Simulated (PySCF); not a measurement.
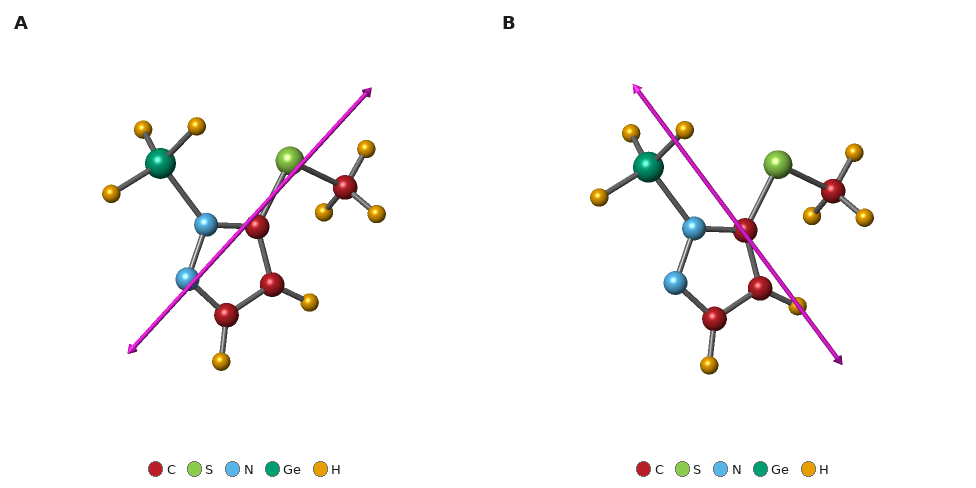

The double arrows show the directions of two transition dipoles from the ground state (lengths mean nothing). Computed geometry: GFN2-xTB optimisation. No frequency run is at hand to confirm it as a minimum. Method: TDDFT ωB97X-D/def2-SVPD, vertical, gas phase, core orbitals frozen in the response (PySCF 2.14.0).

Question: One belongs to singlet state 2 and one to singlet state 5. Which is which?

Answer: A: state 2, 5.96 eV (208 nm), oscillator strength 0.20, mainly HOMO → LUMO+3 (weight 0.75).
B: state 5, 6.62 eV (187 nm), oscillator strength 0.026, of mixed character, with the largest part HOMO−1 → LUMO+3 (weight 0.36).

The geometry is semi-empirical. Around Ge such bond lengths and angles can be off by a tenth of an ångström or more and by several degrees, and values that hang on the shape move with them.
